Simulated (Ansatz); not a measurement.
**CH6S2Si: geometry and vibrations**

The task is to find a stationary geometry of CH6S2Si, check the end point by its vibrations and derive ideal-gas thermochemistry, and look at its orbitals and charge.

The runs use Ansatz 0.2.0, Gaussian basis; RKS PBE0-D4/def2-TZVP.

Plan: relaxation at PBE-D4/def2-SVP; relaxation at PBE0-D4/def2-TZVP; harmonic vibrations at the same level; a single point in def2-TZVPP for the fields.

## Step 1: Where the work starts

SMILES `C[SiH2]SS`, 10 atoms, charge 0, spin multiplicity 1.

Atoms are counted from 1 here; the program's logs count them from 0.

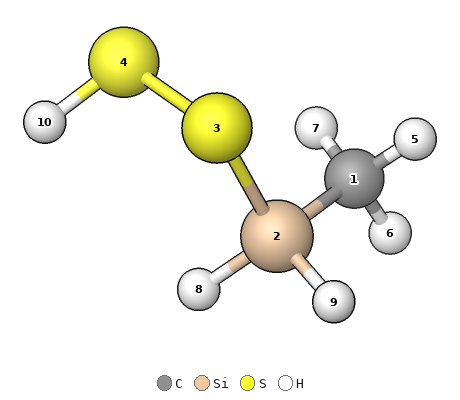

As it starts; carbon grey, silicon light orange, sulfur yellow, hydrogen white; atoms are numbered from 1 in the order of the file.

The start is a force-field geometry with small random shifts, so a cheaper pass at PBE-D4/def2-SVP comes first.

## Step 2: Geometry optimisation, PBE-D4/def2-SVP (cheap first pass)

The input, in.yaml:

```yaml
crystal:
  periodic: [false, false, false]
  atoms:
    - {symbol: C, position_ang: [-0.257900, 1.326400, -0.475600]}
    - {symbol: Si, position_ang: [0.290100, -0.356800, -0.737500]}
    - {symbol: S, position_ang: [1.419100, -0.973800, 0.953500]}
    - {symbol: S, position_ang: [0.017000, -1.173800, 2.340300]}
    - {symbol: H, position_ang: [0.528100, 2.058700, -0.354700]}
    - {symbol: H, position_ang: [-0.871400, 1.734300, -1.359500]}
    - {symbol: H, position_ang: [-0.938600, 1.450800, 0.386700]}
    - {symbol: H, position_ang: [-0.804000, -1.278100, -0.922100]}
    - {symbol: H, position_ang: [1.162800, -0.411100, -1.898900]}
    - {symbol: H, position_ang: [-0.462000, -2.427700, 2.070700]}
basis:
  gaussian: {orbitals: def2-SVP}
hamiltonian: {xc: pbe, dispersion: d4}
relax: {f_tol: 0.03, max_steps: 200}
```

On the command line:

```bash
$ ansatz run in.yaml --threads 2 --pin off --events-out ev --progress --plain --max-ram 4352MiB
```

The program printed, shortened:

```text
Functional definition: PBE
  name "PBE"
  cite "Perdew, Burke & Ernzerhof, Phys. Rev. Lett. 77, 3865 (1996) doi:10.1103/PhysRevLett.77.3865"
  parent pbe
[...]
1112 factors; their error is unknown
[...]
mean field -30658.41048941 eV, -1126.6758044689 hartree, gradient 5.9e-5 eV, S^2 0.000000; 0 other end points of the search recorded, 0 dependent functions left out
[...]
reference -30658.41052235 eV, -1126.6758056795 hartree; 29, 29 occupied and 69, 69 virtual orbitals, 1112 factors
relax step   1: F+E_penalty+E_count = -30658.67731417 eV  Δ(F+E_penalty+E_count) = +0.000e0 eV  max|allowed force component| = 2.394e0 eV/Å  Δτ_max = 0.0000 Å  (26 SCF iters, accepted)
[...]
relax step   5: F+E_penalty+E_count = -30659.10131081 eV  Δ(F+E_penalty+E_count) = -4.393e-3 eV  max|allowed force component| = 3.586e-2 eV/Å  Δτ_max = 0.1258 Å  (27 SCF iters, accepted)
[...]
relax step   6: F+E_penalty+E_count = -30659.10206698 eV  Δ(F+E_penalty+E_count) = -7.562e-4 eV  max|allowed force component| = 1.967e-2 eV/Å  Δτ_max = 0.0387 Å  (28 SCF iters, accepted)
1112 factors; their error is unknown
[...]
mean field -30658.83943893 eV, -1126.6915680729 hartree, gradient 1.4e-5 eV, S^2 0.000000; 1 other end points of the search recorded, 0 dependent functions left out
[...]
reference -30658.83947217 eV, -1126.6915692943 hartree; 29, 29 occupied and 69, 69 virtual orbitals, 1112 factors
Total energy: -30659.10210022 eV, -1126.7012206972 hartree
Atom 0 at    -0.319843     1.365569    -0.452128 Å, force     0.008017     0.002264     0.000350 eV/Å
Atom 1 at     0.323496    -0.369502    -0.785599 Å, force    -0.019672    -0.014879    -0.007208 eV/Å
Atom 2 at     1.504253    -1.143627     0.875705 Å, force     0.006132     0.008767     0.007244 eV/Å
Atom 3 at     0.001548    -1.051088     2.364965 Å, force     0.001352    -0.011575     0.001369 eV/Å
Atom 4 at     0.520808     2.073125    -0.310503 Å, force     0.000357     0.005312     0.000243 eV/Å
Atom 5 at    -0.940310     1.714936    -1.303087 Å, force    -0.001293     0.003048     0.001732 eV/Å
Atom 6 at    -0.944967     1.370155     0.463056 Å, force    -0.000747    -0.006492    -0.001213 eV/Å
Atom 7 at    -0.811514    -1.321453    -1.056060 Å, force    -0.001820     0.005255    -0.007305 eV/Å
Atom 8 at     1.282308    -0.395223    -1.947835 Å, force     0.006939     0.000151     0.000078 eV/Å
Atom 9 at    -0.532580    -2.293992     2.154385 Å, force     0.000736     0.008148     0.004710 eV/Å
Dipole moment:    -0.272340     0.058579    -0.147208 e Å
```

Wall time 13 s (2 threads of Arm Neoverse V1, shared host).

The steps of the relaxation:

| step | energy from step 1 (eV) | largest force component (eV/Å) |
| --- | --- | --- |
| 1 | 0.0000 | 2.3938 |
| 2 | -0.3690 | 1.1450 |
| 3 | -0.4121 | 0.3094 |
| 4 | -0.4196 | 0.1567 |
| 5 | -0.4240 | 0.0359 |
| 6 | -0.4248 | 0.0197 |

Distances of close pairs at the start and the end, largest changes first:

| bond | before (Å) | after (Å) | change (Å) |
| --- | --- | --- | --- |
| S3–S4 | 1.982 | 2.118 | +0.135 |
| C1–Si2 | 1.789 | 1.880 | +0.091 |
| Si2–H8 | 1.442 | 1.506 | +0.064 |
| Si2–S3 | 2.125 | 2.180 | +0.055 |
| Si2–H9 | 1.454 | 1.507 | +0.053 |
| C1–H6 | 1.151 | 1.110 | -0.041 |
| C1–H5 | 1.081 | 1.108 | +0.027 |
| C1–H7 | 1.106 | 1.108 | +0.003 |

## Step 3: Relaxation at PBE0-D4/def2-TZVP

The input, in.yaml:

```yaml
crystal:
  periodic: [false, false, false]
  atoms:
    - {symbol: C, position_ang: [-0.319843, 1.365569, -0.452128]}
    - {symbol: Si, position_ang: [0.323496, -0.369502, -0.785599]}
    - {symbol: S, position_ang: [1.504253, -1.143627, 0.875705]}
    - {symbol: S, position_ang: [0.001548, -1.051088, 2.364965]}
    - {symbol: H, position_ang: [0.520808, 2.073125, -0.310503]}
    - {symbol: H, position_ang: [-0.940310, 1.714936, -1.303087]}
    - {symbol: H, position_ang: [-0.944967, 1.370155, 0.463056]}
    - {symbol: H, position_ang: [-0.811514, -1.321453, -1.056060]}
    - {symbol: H, position_ang: [1.282308, -0.395223, -1.947835]}
    - {symbol: H, position_ang: [-0.532580, -2.293992, 2.154385]}
basis:
  gaussian: {orbitals: def2-TZVP}
hamiltonian: {xc: pbe0, dispersion: d4}
relax: {f_tol: 0.005, max_steps: 150}
```

The command is unchanged.

The program printed, shortened:

```text
Functional definition: PBE0
  name "PBE0"
  cite "Adamo & Barone, J. Chem. Phys. 110, 6158 (1999) doi:10.1063/1.478522"
  cite "Perdew, Burke & Ernzerhof, Phys. Rev. Lett. 77, 3865 (1996) doi:10.1103/PhysRevLett.77.3865"
  parent pbe
[...]
1254 factors; their error is unknown
[...]
mean field -30673.37871191 eV, -1127.2258764999 hartree, gradient 1.2e-5 eV, S^2 0.000000; 0 other end points of the search recorded, 0 dependent functions left out
[...]
reference -30673.37874299 eV, -1127.2258776419 hartree; 29, 29 occupied and 149, 149 virtual orbitals, 1254 factors
relax step   1: F+E_penalty+E_count = -30673.60304709 eV  Δ(F+E_penalty+E_count) = +0.000e0 eV  max|allowed force component| = 7.906e-1 eV/Å  Δτ_max = 0.0000 Å  (28 SCF iters, accepted)
[...]
Atom 0 at    -0.315983     1.355340    -0.449788 Å, force    -0.000115    -0.000181    -0.000426 eV/Å
Atom 1 at     0.315958    -0.365237    -0.769975 Å, force    -0.000008     0.001122     0.000858 eV/Å
Atom 2 at     1.476723    -1.123154     0.874834 Å, force     0.000088    -0.002142    -0.000163 eV/Å
Atom 3 at     0.011137    -1.055983     2.327555 Å, force    -0.002049     0.001011    -0.000584 eV/Å
Atom 4 at     0.512896     2.050981    -0.305882 Å, force     0.000097    -0.000412    -0.000463 eV/Å
Atom 5 at    -0.916904     1.698999    -1.296088 Å, force    -0.000001     0.000266     0.000051 eV/Å
Atom 6 at    -0.942593     1.368790     0.444112 Å, force    -0.000361     0.000961     0.000173 eV/Å
Atom 7 at    -0.807140    -1.304697    -1.027133 Å, force     0.001337     0.000154     0.000466 eV/Å
Atom 8 at     1.263225    -0.397381    -1.918100 Å, force    -0.000724     0.000012    -0.000229 eV/Å
Atom 9 at    -0.514120    -2.278758     2.123365 Å, force     0.001737    -0.000791     0.000318 eV/Å
Dipole moment:    -0.249927     0.077767    -0.159631 e Å
```

Run time: 41 s. Hardware: 2 threads of Arm Neoverse V1, shared host; peak memory 0.45 GiB.

Relaxation path:

| step | energy from step 1 (eV) | largest force component (eV/Å) |
| --- | --- | --- |
| 1 | 0.0000 | 0.7906 |
| 2 | -0.0539 | 0.2493 |
| 3 | -0.0567 | 0.0889 |
| 4 | -0.0587 | 0.0398 |
| 5 | -0.0588 | 0.0124 |
| 6 | -0.0589 | 0.0053 |
| 7 | -0.0589 | 0.0021 |

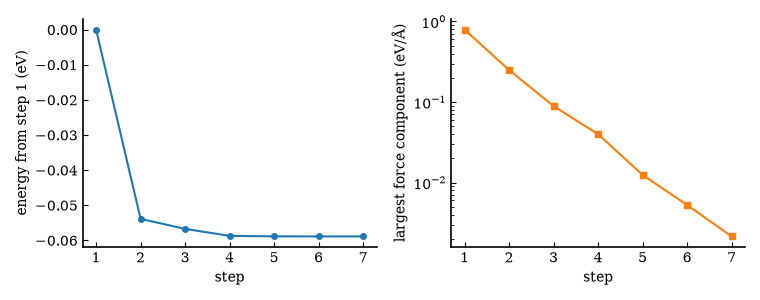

Energy and force, step by step.

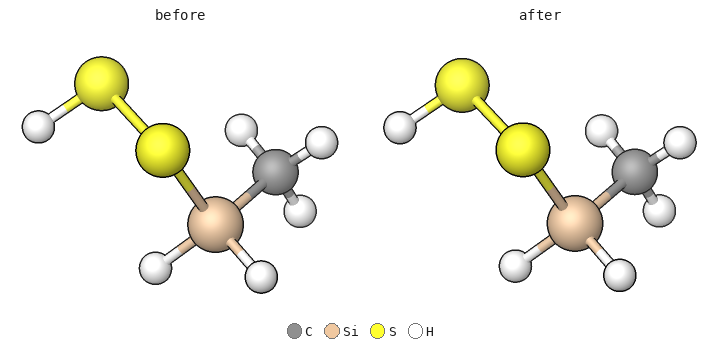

Before and after, at one scale.

Close pairs (by a distance rule), those that changed most:

| bond | before (Å) | after (Å) | change (Å) |
| --- | --- | --- | --- |
| S3–S4 | 2.118 | 2.065 | -0.053 |
| Si2–S3 | 2.180 | 2.151 | -0.029 |
| S4–H10 | 1.369 | 1.346 | -0.023 |
| C1–Si2 | 1.880 | 1.861 | -0.020 |
| Si2–H8 | 1.506 | 1.487 | -0.019 |
| Si2–H9 | 1.507 | 1.489 | -0.018 |
| C1–H7 | 1.108 | 1.092 | -0.017 |
| C1–H5 | 1.108 | 1.092 | -0.016 |

Mulliken charges of the relaxed molecule (report file):

| atom | value (e) |
| --- | --- |
| C1 | -0.48 |
| Si2 | 0.27 |
| S3 | -0.18 |
| S4 | -0.18 |
| H5 | 0.15 |
| H6 | 0.14 |
| H7 | 0.15 |
| H8 | -0.02 |
| H9 | -0.02 |
| H10 | 0.17 |

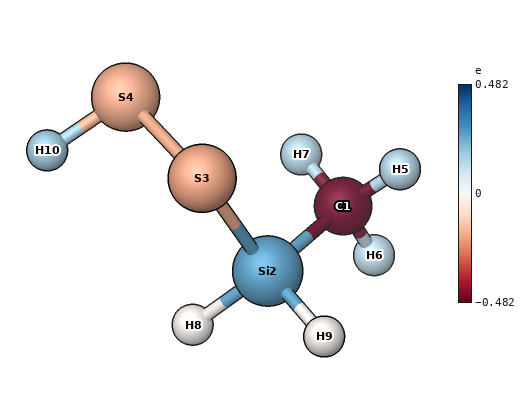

Mulliken charges of the relaxed molecule (report file), as colours on the atoms.

## Step 4: Force constants and modes

The input, in.yaml:

```yaml
crystal:
  periodic: [false, false, false]
  atoms:
    - {symbol: C, position_ang: [-0.315983, 1.355340, -0.449788]}
    - {symbol: Si, position_ang: [0.315958, -0.365237, -0.769975]}
    - {symbol: S, position_ang: [1.476723, -1.123154, 0.874834]}
    - {symbol: S, position_ang: [0.011137, -1.055983, 2.327555]}
    - {symbol: H, position_ang: [0.512896, 2.050981, -0.305882]}
    - {symbol: H, position_ang: [-0.916904, 1.698999, -1.296088]}
    - {symbol: H, position_ang: [-0.942593, 1.368790, 0.444112]}
    - {symbol: H, position_ang: [-0.807140, -1.304697, -1.027133]}
    - {symbol: H, position_ang: [1.263225, -0.397381, -1.918100]}
    - {symbol: H, position_ang: [-0.514120, -2.278758, 2.123365]}
basis:
  gaussian: {orbitals: def2-TZVP}
hamiltonian: {xc: pbe0, dispersion: d4}
phonons: {temperatures: {t_min: 298.15, t_max: 900, t_step: 200}}
```

Launched as before.

The program printed, shortened:

```text
Functional definition: PBE0
  name "PBE0"
  cite "Adamo & Barone, J. Chem. Phys. 110, 6158 (1999) doi:10.1063/1.478522"
  cite "Perdew, Burke & Ernzerhof, Phys. Rev. Lett. 77, 3865 (1996) doi:10.1103/PhysRevLett.77.3865"
  parent pbe
[...]
1254 factors; their error is unknown
[...]
mean field -30673.43543278 eV, -1127.2279609533 hartree, gradient 1.1e-5 eV, S^2 0.000000; 0 other end points of the search recorded, 0 dependent functions left out
[...]
reference -30673.43546353 eV, -1127.2279620835 hartree; 29, 29 occupied and 149, 149 virtual orbitals, 1254 factors
[...]
1254 factors; their error is unknown
mean field -30673.43526462 eV, -1127.2279547738 hartree, gradient 2.0e-6 eV, S^2 0.000000; 0 other end points of the search recorded, 0 dependent functions left out
[...]
reference -30673.43529538 eV, -1127.2279559040 hartree; 29, 29 occupied and 149, 149 virtual orbitals, 1254 factors
[...]
Atom 2 at     1.476723    -1.123154     0.874834 Å, force     0.000091    -0.002161    -0.000155 eV/Å
Atom 3 at     0.011137    -1.055983     2.327555 Å, force    -0.002041     0.001019    -0.000606 eV/Å
Atom 4 at     0.512896     2.050981    -0.305882 Å, force     0.000090    -0.000425    -0.000463 eV/Å
Atom 5 at    -0.916904     1.698999    -1.296088 Å, force     0.000001     0.000263     0.000054 eV/Å
Atom 6 at    -0.942593     1.368790     0.444112 Å, force    -0.000383     0.000961     0.000176 eV/Å
Atom 7 at    -0.807140    -1.304697    -1.027133 Å, force     0.001329     0.000145     0.000462 eV/Å
Atom 8 at     1.263225    -0.397381    -1.918100 Å, force    -0.000737     0.000010    -0.000225 eV/Å
Atom 9 at    -0.514120    -2.278758     2.123365 Å, force     0.001739    -0.000789     0.000318 eV/Å
Dipole moment:    -0.249927     0.077767    -0.159632 e Å
Vibrations: 85.03 126.26 162.63 202.22 271.88 465.89 502.10 527.06 659.58 691.18 743.04 878.70 884.32 899.09 934.87 1271.97 1441.95 1450.96 2211.47 2220.67 2670.87 3053.47 3138.32 3150.65 cm⁻¹, zero-point energy 1.775714 eV
```

Wall time 3.6 min (2 threads of Arm Neoverse V1, shared host); peak memory 0.51 GiB.

Motions are named by where the mode's potential energy lies. Wavenumbers, unscaled:

| mode | cm⁻¹ | motion |
| --- | --- | --- |
| 1 | 85 | torsion |
| 2 | 126 | bend |
| 3 | 163 | torsion |
| 4 | 202 | bend |
| 5 | 272 | torsion |
| 6 | 466 | Si–S stretch with torsion |
| 7 | 502 | Si–S stretch with bend |
| 8 | 527 | S–S stretch |
| 9 | 660 | bend with torsion |
| 10 | 691 | bend with Si–C stretch |
| 11 | 743 | Si–C stretch with bend |
| 12 | 879 | bend |
| 13 | 884 | bend |
| 14 | 899 | bend |
| 15 | 935 | bend with torsion |
| 16 | 1272 | bend |
| 17 | 1442 | bend |
| 18 | 1451 | bend |
| 19 | 2211 | Si–H stretch |
| 20 | 2221 | Si–H stretch |
| 21 | 2671 | S–H stretch |
| 22 | 3053 | C–H stretch |
| 23 | 3138 | C–H stretch |
| 24 | 3151 | C–H stretch |

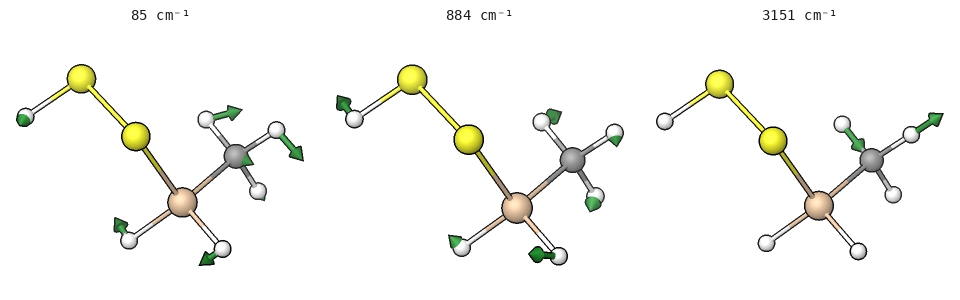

Displacements of 3 modes, as arrows.

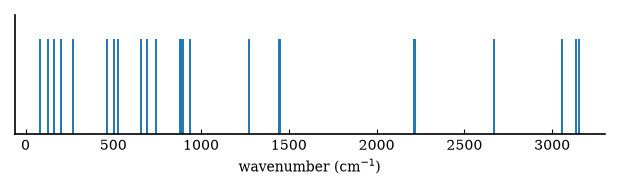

The harmonic wavenumbers as sticks (no intensities were computed).

Ideal gas, rigid rotor and harmonic oscillator at 298.15 K and 1 bar, with symmetry number 1:

| term | value |
| --- | --- |
| zero-point energy | 40.9 kcal/mol |
| H(298) − E | 46.0 kcal/mol |
| entropy, translation | 167.5 J/(mol K) |
| entropy, rotation | 114.0 J/(mol K) |
| entropy, vibration | 69.2 J/(mol K) |
| entropy, total | 350.7 J/(mol K) |

## Step 5: Fields at the relaxed geometry

Changes to in.yaml since step 4:

```diff
@@ -14,4 +14,4 @@
 basis:
-  gaussian: {orbitals: def2-TZVP}
+  gaussian: {orbitals: def2-TZVPP}
 hamiltonian: {xc: pbe0, dispersion: d4}
-phonons: {temperatures: {t_min: 298.15, t_max: 900, t_step: 200}}
+output: {orbitals: {seedname: orbitals}}
```

Launched as before.

The program printed:

```text
Functional definition: PBE0
  name "PBE0"
  cite "Adamo & Barone, J. Chem. Phys. 110, 6158 (1999) doi:10.1063/1.478522"
  cite "Perdew, Burke & Ernzerhof, Phys. Rev. Lett. 77, 3865 (1996) doi:10.1103/PhysRevLett.77.3865"
  parent pbe
  parameter a = 0.25
  parameter kappa = 0.804
  parameter beta = 0.06672455060314922
  exchange = (1 - a)*pbe_x(kappa = kappa, mu = beta*pi^2/3) + a*exact_x
  correlation = pbe_c(beta = beta)
1455 factors; their error is unknown
mean field evaluation 1: about -30668.2742 eV, gradient 4.8e1 eV
mean field evaluation 2: about -30666.2937 eV, gradient 5.2e1 eV
mean field evaluation 4: about -30673.4505 eV, gradient 2.1e0 eV
mean field evaluation 8: about -30673.4623 eV, gradient 4.5e-2 eV
mean field evaluation 16: about -30673.4928 eV, gradient 6.3e-5 eV
mean field -30673.49280735 eV, -1127.2300694301 hartree, gradient 6.3e-5 eV, S^2 0.000000; 0 other end points of the search recorded, 0 dependent functions left out
reference -30673.49283833 eV, -1127.2300705684 hartree; 29, 29 occupied and 212, 212 virtual orbitals, 1455 factors
Total energy: -30673.71932359 eV, -1127.2383937484 hartree
```

It took 6 s on 2 threads of Arm Neoverse V1, shared host; peak memory 0.63 GiB.

Orbitals, density, ELF and potential are computed afterwards from the orbital file.

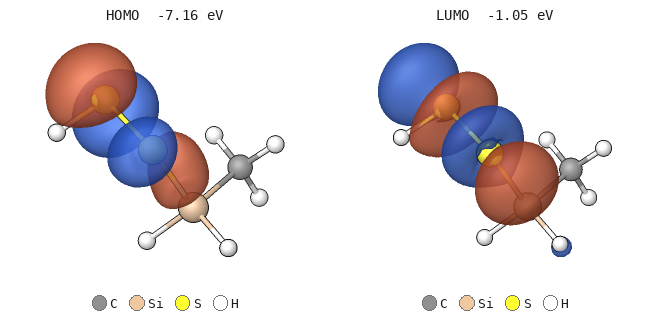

PBE0-D4/def2-TZVPP orbitals near the gap, drawn at the value that encloses 70 % of each; the two colours are the two signs.

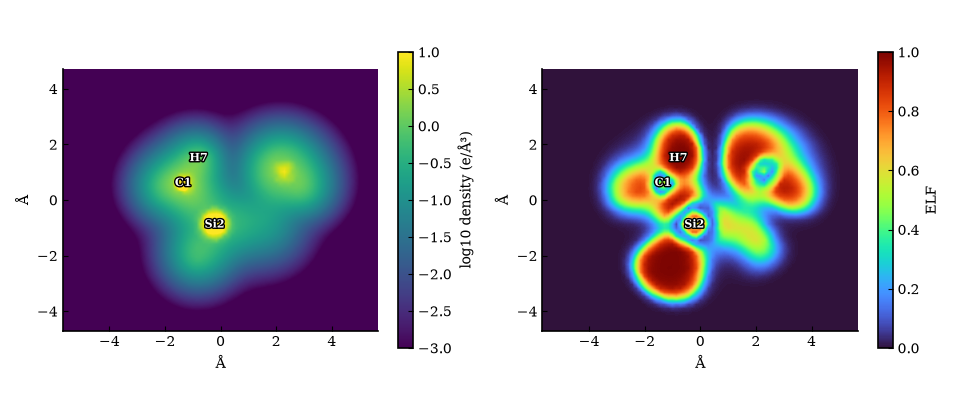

Density (left) and ELF (right) in a plane through or near 3 of the atoms.

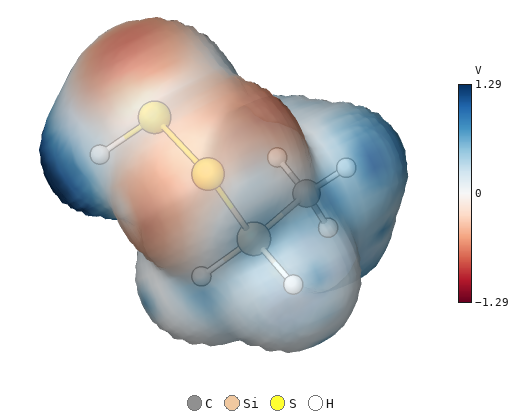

The potential that a unit positive charge feels on the 0.002 e/bohr³ surface, from the 1st to the 99th percentile, from -0.64 V near S4 to 1.29 V near H10.

## Step 6: What came out

| quantity | value |
| --- | --- |
| point group | C1 |
| steps | 6 + 7 |
| shift from the start (rms) | 0.111 Å |
| total energy | -30673.6619 eV |
| dispersion term | -226 meV |
| dipole moment | 1.47 D |
| lowest, highest wavenumber | 85, 3151 cm⁻¹ |
| zero-point energy | 40.9 kcal/mol |
| entropy at 298.15 K | 350.7 J/(mol K) |
| HOMO, LUMO | -7.16, -1.05 eV |

**Reading.** The atoms moved 0.11 Å (rms) from the start; the bond that changed most is S3–S4, from 1.982 to 2.065 Å. No mode is imaginary: a true minimum at this level. The stiffest mode, 3151 cm⁻¹, is a C–H stretch, and 3 modes under 200 cm⁻¹ make the vibrational entropy uncertain. Harmonic hybrid wavenumbers usually lie a few per cent above measured fundamentals. The largest Mulliken charge, -0.48 e, sits on C1. The HOMO lies mostly on S4 59 %; S3 22 % and the LUMO on S3, S4 about 41 % each; H10 8 %.
